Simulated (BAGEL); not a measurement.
**GaH3 (SMILES [GaH3]), step by step**

We compute the energy (HF/cc-pVDZ), then the energy (NEVPT2(2,2)/cc-pVDZ), then the energy (CASPT2(2,2)/cc-pVDZ) of GaH3. 

The results are computed with BAGEL 1.2.2.

1 further run of the same task is left out (set aside as unsound or not needed).

### Step 1. The system as given

GaH3: 4 atoms, total charge 0, spin state singlet. As SMILES, `[GaH3]`. The Ga1–H3 distance was set to 2.117 Å, away from the relaxed value.

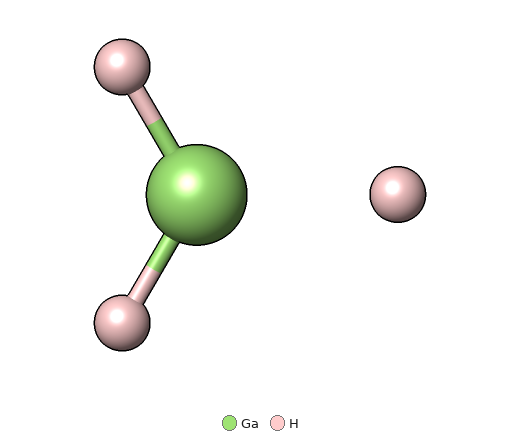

The structure, seen from a chosen angle (gallium green, hydrogen pink).

### Step 2. A single-point energy at HF/cc-pVDZ (density fitting with svp-jkfit) (run 1)

File input.json:

```json
{ "bagel" : [

{
  "title" : "molecule",
  "basis" : "cc-pvdz.json",
  "df_basis" : "svp-jkfit",
  "angstrom" : false,
  "geometry" : [
    { "atom" : "Ga", "xyz" : [  0.39931425,  0.93932994, -0.00531958 ] },
    { "atom" : "H", "xyz" : [  2.74068492,  1.61717471,  1.68088304 ] },
    { "atom" : "H", "xyz" : [ -1.04331779, -2.79263727, -0.01833034 ] },
    { "atom" : "H", "xyz" : [ -0.87020376,  3.02483170, -1.68547508 ] }
  ]
},
{ "title" : "hf" },
{ "title" : "print", "file" : "orbitals.molden", "orbitals" : true }

]}
```

The basis set cc-pVDZ is read from a file made from the Basis Set Exchange's data (not shown).

On the command line:

```
BAGEL_NUM_THREADS=1 BAGEL input.json > input.out
```

The log of the run:

```text
* using 1 threads per process

  ===============================================================
  ===============================================================

  *** Geometry ***

  { "atom" : "Ga", "xyz" : [      0.399314,      0.939330,     -0.005320 ] },
  { "atom" : "H", "xyz" : [      2.740685,      1.617175,      1.680883 ] },
  { "atom" : "H", "xyz" : [     -1.043318,     -2.792637,     -0.018330 ] },
  { "atom" : "H", "xyz" : [     -0.870204,      3.024832,     -1.685475 ] },

  Number of auxiliary basis functions:      320

  Since a DF basis is specified, we compute 2- and 3-index integrals:
    o Being stored without compression. Storage requirement is 0.005 GB

  Number of basis functions:       42
  Number of electrons      :       34

    * METHOD: MOLECULE                             0.08

  *** RHF ***

  === Nuclear Repulsion ===
    29.1918046056

      * DIIS with orbital gradients will be used.

  === RHF iteration (cc-pvdz.json) ===
      0      -1924.86620633          0.00649752           0.01
      1      -1924.88389635          0.00191698           0.01
      2      -1924.88543445          0.00023545           0.01
      3      -1924.88545184          0.00004170           0.01
      4      -1924.88545243          0.00000849           0.01
      5      -1924.88545245          0.00000103           0.01
      6      -1924.88545245          0.00000012           0.01
      7      -1924.88545245          0.00000001           0.01
      8      -1924.88545245          0.00000000           0.01
    * SCF iteration converged.

    * Permanent dipole moment:
           (   -0.195089,    -0.507244,    -0.002712) a.u.

    * METHOD: HF                                   0.20

    * METHOD: PRINT                                0.01

  ===============================================================
```

Run time: 0.4 s. Hardware: 1 thread of Arm Neoverse V1, shared host; peak memory 0.14 GiB.

### Step 3. A single-point energy at NEVPT2(2,2)/cc-pVDZ (density fitting with svp-jkfit) (run 2)

File input.json:

```json
{ "bagel": [

{
  "title": "molecule",
  "basis": "cc-pvdz.json",
  "df_basis": "svp-jkfit",
  "angstrom": false,
  "geometry": [
    { "atom": "Ga", "xyz": [     0.39931425,     0.93932994,    -0.00531958 ] },
    { "atom": "H", "xyz": [     2.74068492,     1.61717471,     1.68088304 ] },
    { "atom": "H", "xyz": [    -1.04331779,    -2.79263727,    -0.01833034 ] },
    { "atom": "H", "xyz": [    -0.87020376,     3.02483170,    -1.68547508 ] }
  ]
},

{
  "title": "hf"
},

{
  "title": "nevpt2",
  "nstate": 1,
  "nact": 2,
  "nclosed": 16,
  "active": [17, 19],
  "maxiter": 200,
  "natocc": true,
  "ncore": 9
},

{
  "title": "print",
  "file": "orbitals.molden",
  "orbitals": true
}

]}
```

The basis set cc-pVDZ is read from a file made from the Basis Set Exchange's data (not shown).

On the command line:

```
BAGEL_NUM_THREADS=1 BAGEL input.json > input.out
```

The log of the run:

```text
* using 1 threads per process

  ===============================================================
  ===============================================================

  *** Geometry ***

  { "atom" : "Ga", "xyz" : [      0.399314,      0.939330,     -0.005320 ] },
  { "atom" : "H", "xyz" : [      2.740685,      1.617175,      1.680883 ] },
  { "atom" : "H", "xyz" : [     -1.043318,     -2.792637,     -0.018330 ] },
  { "atom" : "H", "xyz" : [     -0.870204,      3.024832,     -1.685475 ] },

  Number of auxiliary basis functions:      320

  Since a DF basis is specified, we compute 2- and 3-index integrals:
    o Being stored without compression. Storage requirement is 0.005 GB

  Number of basis functions:       42
  Number of electrons      :       34

[... 15 lines left out ...]
    * SCF iteration converged.
[... 1 line left out ...]
    * Permanent dipole moment:
[... 28 lines left out ...]
    * Second-order optimization converged. *

     guess   0:   closed 1.                   open ..

  === FCI iteration ===

      0  0     -1924.88453100     6.55e-02      0.00
      1  0     -1924.90967754     4.00e-04      0.00
      2  0 *   -1924.90967890     1.24e-16      0.00

     * ci vector, state   0, <S^2> = 0.0000
       2.     0.9820801331
       .2    -0.1884638219

  === DF-NEVPT2 calculation ===

    * 3-index integral transformation done
    * assembly done

      NEVPT2 correlation energy:   -0.0783074151      0.02

          (+0)     -0.0578995472
          (+0)'    -0.0026054218
          (+1)     -0.0035258048
          (+1)'    -0.0000000000
          (+2)     -0.0002321972
          (-1)     -0.0081161430
          (-1)'     0.0000000000
          (-2)     -0.0059283010

      NEVPT2 total energy:       -1924.9879863147

    * METHOD: NEVPT2                               0.69

    * METHOD: PRINT                                0.01

  ===============================================================
```

It took 1.1 s on 1 thread of Arm Neoverse V1, shared host; peak memory 0.14 GiB.

### Step 4. A single-point energy at CASPT2(2,2)/cc-pVDZ (density fitting with svp-jkfit) (run 3)

File input.json:

```json
{ "bagel": [

{
  "title": "molecule",
  "basis": "cc-pvdz.json",
  "df_basis": "svp-jkfit",
  "geometry": [
    { "atom": "Ga", "xyz": [  0.39931425,  0.93932994, -0.00531958 ] },
    { "atom": "H", "xyz": [  2.74068492,  1.61717471,  1.68088304 ] },
    { "atom": "H", "xyz": [ -1.04331779, -2.79263727, -0.01833034 ] },
    { "atom": "H", "xyz": [ -0.87020376,  3.02483170, -1.68547508 ] }
  ]
},
{ "title": "hf" },
{ "title": "casscf", "nstate": 1, "nact": 2, "nclosed": 16, "active": [17, 19], "maxiter": 200, "natocc": true },
{ "title": "print", "file": "orbitals.molden", "orbitals": true },
{ "title": "smith", "method": "caspt2", "ms": true, "xms": true, "sssr": true, "shift": 0.2, "shift_imag": true, "ncore": 9 }

]}
```

The basis set cc-pVDZ is read from a file made from the Basis Set Exchange's data (not shown).

On the command line:

```
BAGEL_NUM_THREADS=1 BAGEL input.json > input.out
```

The log of the run:

```text
* using 1 threads per process

  ===============================================================
  ===============================================================

  *** Geometry ***

  { "atom" : "Ga", "xyz" : [      0.399314,      0.939330,     -0.005320 ] },
  { "atom" : "H", "xyz" : [      2.740685,      1.617175,      1.680883 ] },
  { "atom" : "H", "xyz" : [     -1.043318,     -2.792637,     -0.018330 ] },
  { "atom" : "H", "xyz" : [     -0.870204,      3.024832,     -1.685475 ] },

  Number of auxiliary basis functions:      320

  Since a DF basis is specified, we compute 2- and 3-index integrals:
    o Being stored without compression. Storage requirement is 0.005 GB

  Number of basis functions:       42
  Number of electrons      :       34

[... 15 lines left out ...]
    * SCF iteration converged.
[... 1 line left out ...]
    * Permanent dipole moment:
[... 27 lines left out ...]
    * Second-order optimization converged. *
[... 9 lines left out ...]
     * ci vector, state   0, <S^2> = 0.0000
[... 16 lines left out ...]
    * Zeroth order energy : state  0       -0.7039028619
[... 4 lines left out ...]
       #      aibj      arbs      arbi      airj      risj      airs      arst      rist         Etot      error   time
[... 2 lines left out ...]
       0  -0.05780  -0.00722  -0.00821  -0.00388  -0.00036  -0.00227  -0.00000  -0.00000   -0.0797396  0.0012062   0.01
       1  -0.05786  -0.00724  -0.00823  -0.00396  -0.00038  -0.00232   0.00000  -0.00000   -0.0799955  0.0002264   0.01
       2  -0.05787  -0.00724  -0.00823  -0.00396  -0.00038  -0.00232  -0.00000  -0.00000   -0.0800038  0.0000484   0.01
       3  -0.05787  -0.00724  -0.00823  -0.00396  -0.00038  -0.00232  -0.00000  -0.00000   -0.0800041  0.0000093   0.01
       4  -0.05787  -0.00724  -0.00823  -0.00396  -0.00038  -0.00232   0.00000  -0.00000   -0.0800041  0.0000013   0.01
       5  -0.05787  -0.00724  -0.00823  -0.00396  -0.00038  -0.00232  -0.00000  -0.00000   -0.0800041  0.0000002   0.01

      ------------------------------------------------------------------------------------------------------------------

    * CASPT2 energy : state  0    -1924.9903964422
        w/o shift correction      -1924.9896830289
        reference weight              0.9660173955

    * METHOD: SMITH                                0.09

  ===============================================================
```

Run time: 1.2 s. Hardware: 1 thread of Arm Neoverse V1, shared host; peak memory 0.14 GiB.

### Step 5. Results

| quantity | value |
| --- | --- |
| run 1, HF/cc-pVDZ: total energy | -1924.88545 Eh |
| run 1, HF/cc-pVDZ: dipole moment | 1.38 D |
| run 1, HF/cc-pVDZ: HOMO energy | -10.16 eV |
| run 1, HF/cc-pVDZ: LUMO energy | 0.71 eV |
| run 1, HF/cc-pVDZ: HOMO–LUMO gap | 10.87 eV |
| run 2, NEVPT2(2,2)/cc-pVDZ: total energy | -1924.98799 Eh |
| run 3, CASPT2(2,2)/cc-pVDZ: total energy | -1924.99040 Eh |
